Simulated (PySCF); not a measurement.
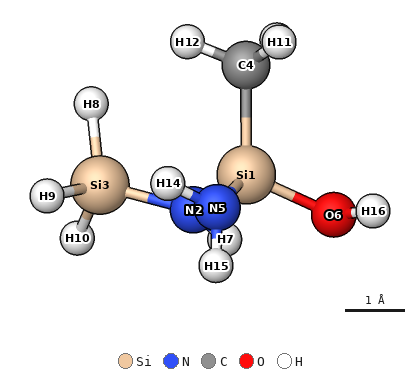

Figure 1. The structure as given in the input (ball-and-stick view, seen at a tilt; atoms are numbered from 1 in the order of the input). Bond lengths as drawn: C–H 1.07 to 1.13 Å, C–Si 1.86 Å, H–N 1.00 to 1.01 Å, H–O 0.95 Å, H–Si 1.46 to 1.50 Å, N–Si 1.71 to 1.74 Å and O–Si 1.66 Å.

Geometry relaxation, with input and output: CH₁₀N₂OSi₂ (part 1 of 3)

CH₁₀N₂OSi₂, computed with PBE0-D3(BJ)/def2-SVP geometry optimisation, gas phase (PySCF 2.14.0).

**Input**
```
{"job": {"xc": "PBE0", "basis": "def2-SVP", "d3": "d3bj", "grid": 2, "kind": "geom", "shake": 0.01}, "charge": 0, "multiplicity": 1}
Si    -0.677463     0.347245    -0.231087
N      0.823882     0.044235    -0.999672
Si     2.245545    -0.589257    -0.299776
C     -1.279696    -1.121571     0.746456
N     -0.720549     1.707944     0.848894
O     -1.629841     0.758338    -1.527756
H      0.801380     0.063937    -2.002442
H      2.128465    -1.976116     0.144047
H      2.590290     0.237415     0.901511
H      3.298473    -0.493377    -1.311131
H     -2.249412    -0.913460     1.280008
H     -0.574105    -1.424851     1.496767
H     -1.513623    -1.962995     0.087456
H     -0.289386     1.593537     1.760407
H     -0.465628     2.604915     0.486933
H     -2.499783     1.112743    -1.358471
```

The first line tells a small driver script what to run in PySCF; the rest is the geometry in Å.

Launched with:
```bash
OMP_NUM_THREADS=1 python <driver script> task.json out
```

**What the program printed**
```
step   0  E = -807.12358119  max force = 0.030397
step   1  E = -807.12862458  max force = 0.005375
step   2  E = -807.12893399  max force = 0.001348
step   3  E = -807.12909073  max force = 0.001476
step   4  E = -807.12935936  max force = 0.002309
step   5  E = -807.12962588  max force = 0.002860
step   6  E = -807.12989860  max force = 0.001988
step   7  E = -807.13005859  max force = 0.001287
step   8  E = -807.13012244  max force = 0.000525
step   9  E = -807.13014264  max force = 0.000435
step  10  E = -807.13015805  max force = 0.000488
step  11  E = -807.13017881  max force = 0.000643
step  12  E = -807.13020701  max force = 0.000760
step  13  E = -807.13023736  max force = 0.000697
step  14  E = -807.13026394  max force = 0.000444
step  15  E = -807.13028559  max force = 0.000616
step  16  E = -807.13031249  max force = 0.000809
step  17  E = -807.13042264  max force = 0.002035
step  18  E = -807.13050738  max force = 0.000699
step  19  E = -807.13055921  max force = 0.000588
step  20  E = -807.13058087  max force = 0.000635
step  21  E = -807.13062011  max force = 0.000508
step  22  E = -807.13066737  max force = 0.000780
step  23  E = -807.13075392  max force = 0.001545
step  24  E = -807.13086255  max force = 0.002309
step  25  E = -807.13101884  max force = 0.002549
step  26  E = -807.13121744  max force = 0.001689
step  27  E = -807.13133840  max force = 0.001341
step  28  E = -807.13147641  max force = 0.001132
step  29  E = -807.13154607  max force = 0.000809
step  30  E = -807.13158976  max force = 0.000798
step  31  E = -807.13160542  max force = 0.000490
step  32  E = -807.13161406  max force = 0.000534
step  33  E = -807.13162192  max force = 0.000238
optimisation converged
```

**Trajectory as extended XYZ (Å, eV, eV/Å), 34 frames, from step=0 to step=33**
```
16
Properties=species:S:1:pos:R:3:forces:R:3 step=0 energy=-21962.95133
Si   -0.6775    0.3473   -0.2311   -0.7964   0.6947   0.3597
N     0.8239    0.0442   -0.9997   -0.0947  -0.0875   0.0301
Si    2.2456   -0.5893   -0.2998    0.2424   0.5221   0.3865
C    -1.2797   -1.1216    0.7465   -1.5631   0.5118  -0.1625
N    -0.7206    1.7079    0.8489   -0.0413  -0.7991   0.3528
O    -1.6298    0.7583   -1.5278    0.1410  -0.2424  -0.3895
H     0.8014    0.0639   -2.0024   -0.1035   0.0665  -0.6085
H     2.1285   -1.9761    0.1441    0.0045  -0.7164   0.2389
H     2.5903    0.2374    0.9015    0.0916  -0.0760   0.0519
H     3.2985   -0.4934   -1.3111    0.5353  -0.0084  -0.3226
H    -2.2494   -0.9135    1.2800    0.7135   0.1104  -0.3123
H    -0.5741   -1.4248    1.4968    0.7010  -0.4281   0.6302
H    -1.5136   -1.9630    0.0875    0.2655  -0.2629  -0.1708
H    -0.2894    1.5935    1.7604   -0.0960  -0.0075   0.1023
H    -0.4656    2.6049    0.4869    0.2301   0.6287  -0.3594
H    -2.4998    1.1127   -1.3585   -0.2300   0.0940   0.1732
16
Properties=species:S:1:pos:R:3:forces:R:3 step=1 energy=-21963.08857
Si   -0.7003    0.4200   -0.2446    0.0000  -0.0707   0.2015
N     0.7438   -0.1378   -1.0329    0.0564   0.1195  -0.1691
Si    2.1970   -0.7737   -0.3452    0.1029  -0.1358   0.0417
C    -1.3435   -0.9191    0.8861    0.2133  -0.2011  -0.1661
N    -0.5555    1.8379    0.7342    0.0663   0.0854  -0.1128
O    -1.6782    0.7481   -1.5542   -0.0344  -0.0180   0.0077
H     0.6851   -0.1442   -2.0486   -0.0110  -0.0059   0.0418
H     2.0924   -2.2118    0.0770    0.0083   0.0253  -0.0143
H     2.5785   -0.0051    0.8833   -0.0542   0.0254  -0.0138
H     3.3091   -0.6820   -1.3424   -0.0371   0.0242   0.0045
H    -2.2520   -0.6216    1.4121   -0.2764   0.1025   0.1786
H    -0.5968   -1.2143    1.6454   -0.0255   0.0692  -0.0671
H    -1.5680   -1.8204    0.2928    0.0058   0.0198   0.0226
H    -0.2415    1.7360    1.6936   -0.0573  -0.0067   0.0052
H    -0.1456    2.6733    0.3246   -0.0064  -0.0540   0.0269
H    -2.5307    1.1401   -1.3442    0.0491   0.0208   0.0127
16
Properties=species:S:1:pos:R:3:forces:R:3 step=2 energy=-21963.09699
Si   -0.6961    0.4094   -0.2406    0.0021  -0.0224   0.0693
N     0.7478   -0.1414   -1.0398    0.0194   0.0606  -0.0282
Si    2.2013   -0.7760   -0.3480    0.0395  -0.0368   0.0088
C    -1.3545   -0.9241    0.8895   -0.0520  -0.0225  -0.0134
N    -0.5470    1.8342    0.7261    0.0447   0.0128  -0.0278
O    -1.6727    0.7438   -1.5488   -0.0458  -0.0371  -0.0372
H     0.6878   -0.1429   -2.0546   -0.0284  -0.0137   0.0111
H     2.1118   -2.2166    0.0632    0.0053   0.0027  -0.0117
H     2.5521   -0.0034    0.8861   -0.0230   0.0034   0.0084
H     3.3152   -0.6570   -1.3379   -0.0012   0.0081   0.0005
H    -2.2687   -0.6144    1.4223    0.0542  -0.0023  -0.0248
H    -0.6065   -1.2136    1.6463    0.0029   0.0188   0.0057
H    -1.5836   -1.8267    0.3018   -0.0045   0.0071   0.0086
H    -0.2508    1.7392    1.6915   -0.0479   0.0078   0.0140
H    -0.1268    2.6618    0.3143    0.0177  -0.0187   0.0051
H    -2.5152    1.1530   -1.3343    0.0169   0.0323   0.0115
16
Properties=species:S:1:pos:R:3:forces:R:3 step=3 energy=-21963.10126
Si   -0.6953    0.4005   -0.2382    0.0162   0.0212  -0.0100
N     0.7504   -0.1454   -1.0399    0.0088   0.0196   0.0304
Si    2.2080   -0.7795   -0.3523   -0.0233   0.0332   0.0004
C    -1.3641   -0.9249    0.8942   -0.0534   0.0293   0.0214
N    -0.5418    1.8313    0.7181    0.0238  -0.0210   0.0154
O    -1.6706    0.7358   -1.5484   -0.0337  -0.0528  -0.0322
H     0.6856   -0.1432   -2.0538   -0.0277  -0.0234  -0.0165
H     2.1355   -2.2267    0.0350    0.0045  -0.0113  -0.0122
H     2.5313   -0.0173    0.8958   -0.0016  -0.0132   0.0110
H     3.3241   -0.6268   -1.3342    0.0134   0.0016   0.0028
H    -2.2761   -0.6031    1.4256    0.0759  -0.0192  -0.0482
H    -0.6168   -1.2072    1.6535    0.0103  -0.0092   0.0230
H    -1.5982   -1.8309    0.3148   -0.0057  -0.0016  -0.0005
H    -0.2747    1.7459    1.6927   -0.0408   0.0099   0.0080
H    -0.1030    2.6484    0.3061    0.0284   0.0018  -0.0003
H    -2.5006    1.1686   -1.3319    0.0048   0.0352   0.0074
16
Properties=species:S:1:pos:R:3:forces:R:3 step=4 energy=-21963.10857
Si   -0.6936    0.3852   -0.2382    0.0134   0.0910  -0.1188
N     0.7522   -0.1527   -1.0459   -0.0006  -0.0265   0.0850
Si    2.2125   -0.7855   -0.3590   -0.0894   0.0913  -0.0226
C    -1.3734   -0.9233    0.9048   -0.0120   0.0837   0.0708
N    -0.5285    1.8260    0.7004    0.0005  -0.0451   0.0353
O    -1.6726    0.7146   -1.5506   -0.0162  -0.0634   0.0099
H     0.6762   -0.1485   -2.0590   -0.0122  -0.0395  -0.0237
H     2.1741   -2.2493   -0.0390    0.0039  -0.0244  -0.0127
H     2.4724   -0.0659    0.9284    0.0206  -0.0257   0.0069
H     3.3438   -0.5567   -1.3078    0.0314  -0.0020   0.0116
H    -2.2784   -0.5778    1.4335    0.0594  -0.0380  -0.0545
H    -0.6256   -1.1916    1.6685    0.0067  -0.0422   0.0257
H    -1.6194   -1.8366    0.3443   -0.0080  -0.0136  -0.0138
H    -0.3356    1.7630    1.6935   -0.0258   0.0007   0.0020
H    -0.0421    2.6179    0.2945    0.0325   0.0226   0.0049
H    -2.4680    1.2069   -1.3313   -0.0043   0.0312  -0.0060
16
Properties=species:S:1:pos:R:3:forces:R:3 step=5 energy=-21963.11582
Si   -0.6929    0.3737   -0.2411   -0.0046   0.1094  -0.1471
N     0.7516   -0.1608   -1.0520   -0.0070  -0.0400   0.0904
Si    2.2133   -0.7939   -0.3678   -0.1064   0.0886  -0.0193
C    -1.3772   -0.9156    0.9198    0.0286   0.0973   0.0842
N    -0.5141    1.8232    0.6804    0.0052  -0.0304   0.0073
O    -1.6809    0.6869   -1.5542   -0.0002  -0.0551   0.0569
H     0.6623   -0.1620   -2.0641    0.0039  -0.0463  -0.0275
H     2.2161   -2.2758   -0.1429    0.0011  -0.0223  -0.0165
H     2.4007   -0.1469    0.9692    0.0323  -0.0218   0.0031
H     3.3674   -0.4722   -1.2613    0.0313   0.0014   0.0176
H    -2.2753   -0.5490    1.4442    0.0221  -0.0430  -0.0403
H    -0.6287   -1.1719    1.6873   -0.0003  -0.0514   0.0123
H    -1.6358   -1.8368    0.3791   -0.0098  -0.0175  -0.0217
H    -0.4186    1.7885    1.6882   -0.0126  -0.0157   0.0039
H     0.0329    2.5840    0.2932    0.0208   0.0293   0.0156
H    -2.4270    1.2542   -1.3412   -0.0045   0.0175  -0.0189
16
Properties=species:S:1:pos:R:3:forces:R:3 step=6 energy=-21963.12324
Si   -0.6928    0.3681   -0.2470   -0.0335   0.0788  -0.1022
N     0.7469   -0.1690   -1.0612   -0.0127  -0.0286   0.0586
Si    2.2051   -0.8044   -0.3743   -0.0575   0.0398  -0.0113
C    -1.3721   -0.9023    0.9379    0.0479   0.0620   0.0527
N    -0.4929    1.8248    0.6570    0.0378   0.0044  -0.0369
O    -1.6998    0.6537   -1.5541    0.0049  -0.0245   0.0848
H     0.6447   -0.1857   -2.0725    0.0179  -0.0395  -0.0094
H     2.2570   -2.2998   -0.2762   -0.0061  -0.0086  -0.0170
H     2.3074   -0.2640    1.0172    0.0278  -0.0079  -0.0016
H     3.3900   -0.3740   -1.1790    0.0205   0.0071   0.0198
H    -2.2640   -0.5217    1.4602   -0.0193  -0.0279  -0.0087
H    -0.6209   -1.1530    1.7049   -0.0065  -0.0364  -0.0060
H    -1.6451   -1.8293    0.4140   -0.0068  -0.0104  -0.0234
H    -0.5147    1.8250    1.6689   -0.0050  -0.0283   0.0092
H     0.1231    2.5490    0.3047   -0.0051   0.0220   0.0179
H    -2.3781    1.3081   -1.3634   -0.0043  -0.0021  -0.0266
16
Properties=species:S:1:pos:R:3:forces:R:3 step=7 energy=-21963.12759
Si   -0.6946    0.3710   -0.2506   -0.0270   0.0302  -0.0170
N     0.7419   -0.1746   -1.0626   -0.0182  -0.0069   0.0061
Si    2.1978   -0.8122   -0.3756   -0.0015  -0.0032   0.0038
C    -1.3662   -0.8902    0.9495    0.0232   0.0144   0.0119
N    -0.4744    1.8320    0.6400    0.0453   0.0196  -0.0409
O    -1.7204    0.6311   -1.5478    0.0092   0.0014   0.0662
H     0.6338   -0.2091   -2.0731    0.0181  -0.0264  -0.0022
H     2.2815   -2.3098   -0.3726   -0.0077   0.0032  -0.0126
H     2.2512   -0.3552    1.0475    0.0119   0.0020  -0.0018
H     3.4024   -0.3107   -1.1087    0.0029   0.0098   0.0125
H    -2.2570   -0.5100    1.4731   -0.0262  -0.0088   0.0116
H    -0.6129   -1.1463    1.7125   -0.0064  -0.0116  -0.0126
H    -1.6476   -1.8168    0.4275    0.0000   0.0025  -0.0177
H    -0.5705    1.8544    1.6472   -0.0016  -0.0222   0.0062
H     0.1809    2.5343    0.3157   -0.0212   0.0080   0.0077
H    -2.3522    1.3376   -1.3851   -0.0009  -0.0118  -0.0209
16
Properties=species:S:1:pos:R:3:forces:R:3 step=8 energy=-21963.12933
Si   -0.6956    0.3751   -0.2508   -0.0051   0.0059   0.0224
N     0.7376   -0.1793   -1.0623   -0.0169   0.0041  -0.0166
Si    2.1926   -0.8149   -0.3728    0.0270  -0.0155   0.0022
C    -1.3636   -0.8840    0.9538   -0.0009  -0.0087  -0.0059
N    -0.4597    1.8388    0.6300    0.0220   0.0056  -0.0129
O    -1.7341    0.6209   -1.5388    0.0039   0.0113   0.0204
H     0.6293   -0.2284   -2.0724    0.0075  -0.0157   0.0070
H     2.2908   -2.3110   -0.4169   -0.0018   0.0050  -0.0047
H     2.2262   -0.3978    1.0629   -0.0052   0.0029  -0.0017
H     3.4055   -0.2795   -1.0683   -0.0033   0.0069   0.0043
H    -2.2544   -0.5095    1.4817   -0.0144   0.0034   0.0146
H    -0.6088   -1.1507    1.7114   -0.0027   0.0011  -0.0070
H    -1.6494   -1.8055    0.4241    0.0041   0.0084  -0.0098
H    -0.5828    1.8690    1.6343    0.0031  -0.0065   0.0005
H     0.2068    2.5346    0.3158   -0.0183   0.0011  -0.0033
H    -2.3467    1.3478   -1.3947    0.0011  -0.0093  -0.0094
16
Properties=species:S:1:pos:R:3:forces:R:3 step=9 energy=-21963.12988
Si   -0.6958    0.3761   -0.2489    0.0085   0.0027   0.0224
N     0.7349   -0.1847   -1.0610   -0.0075  -0.0015  -0.0136
Si    2.1925   -0.8153   -0.3717    0.0204  -0.0030   0.0031
C    -1.3661   -0.8815    0.9559   -0.0109  -0.0088  -0.0052
N    -0.4510    1.8414    0.6261    0.0033  -0.0080   0.0084
O    -1.7390    0.6175   -1.5329    0.0018   0.0087  -0.0088
H     0.6262   -0.2429   -2.0704   -0.0045  -0.0094   0.0036
H     2.3005   -2.3099   -0.4330    0.0018   0.0031  -0.0024
H     2.2176   -0.4114    1.0677   -0.0083  -0.0004   0.0008
H     3.4055   -0.2629   -1.0539   -0.0031   0.0027   0.0004
H    -2.2563   -0.5089    1.4868   -0.0003   0.0049   0.0062
H    -0.6114   -1.1565    1.7103    0.0001   0.0030  -0.0024
H    -1.6548   -1.7980    0.4189    0.0022   0.0049  -0.0026
H    -0.5788    1.8745    1.6296    0.0057   0.0030  -0.0012
H     0.2153    2.5366    0.3112   -0.0099   0.0019  -0.0083
H    -2.3454    1.3510   -1.3978    0.0007  -0.0037  -0.0003
16
Properties=species:S:1:pos:R:3:forces:R:3 step=10 energy=-21963.13030
Si   -0.6957    0.3751   -0.2467    0.0125   0.0069   0.0062
N     0.7315   -0.1924   -1.0610    0.0042  -0.0124  -0.0018
Si    2.1932   -0.8138   -0.3709    0.0052   0.0137   0.0007
C    -1.3707   -0.8800    0.9577   -0.0122  -0.0035  -0.0032
N    -0.4416    1.8411    0.6235   -0.0090  -0.0177   0.0227
O    -1.7414    0.6164   -1.5284    0.0017   0.0039  -0.0251
H     0.6210   -0.2598   -2.0696   -0.0131  -0.0049   0.0024
H     2.3141   -2.3066   -0.4422    0.0037  -0.0001  -0.0016
H     2.2083   -0.4171    1.0707   -0.0062  -0.0039   0.0012
H     3.4039   -0.2453   -1.0439    0.0005  -0.0007  -0.0003
H    -2.2587   -0.5060    1.4920    0.0087   0.0041  -0.0020
H    -0.6163   -1.1635    1.7090    0.0024   0.0016   0.0016
H    -1.6644   -1.7913    0.4147   -0.0011  -0.0001   0.0041
H    -0.5676    1.8772    1.6272    0.0068   0.0082  -0.0018
H     0.2213    2.5370    0.3036   -0.0023   0.0033  -0.0098
H    -2.3431    1.3544   -1.3987   -0.0018   0.0016   0.0067
```
